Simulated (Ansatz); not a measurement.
Nb, pressure series

The parent structure is Nb in the bcc (W type) structure (space group Im-3m, No. 229; a = 3.271 Å).

Cell and atoms are relaxed at each pressure.

All numbers come from Kohn–Sham DFT with the PBEsol functional, run in Ansatz (a first-principles code) with PAW and 420 eV plane waves, spin-orbit coupling left out.

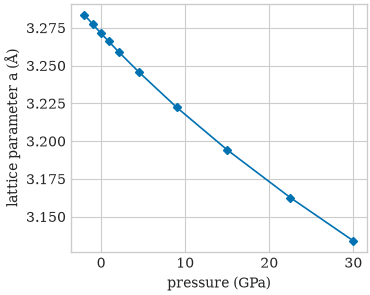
Figure: Lattice parameter a against pressure

| pressure (GPa) | lattice parameter a |
|---|---|
| -2 | 3.284 Å |
| -1 | 3.277 Å |
| 0.9 | 3.266 Å |
| 2.1 | 3.259 Å |
| 4.5 | 3.246 Å |
| 9 | 3.222 Å |
| 15 | 3.194 Å |
| 22.5 | 3.163 Å |
| 30 | 3.134 Å |

Load acts through the strain it causes; cell and atoms are relaxed under it. No phonon test of stability was made. No other phases were tried under pressure. All final runs are without spin polarisation.
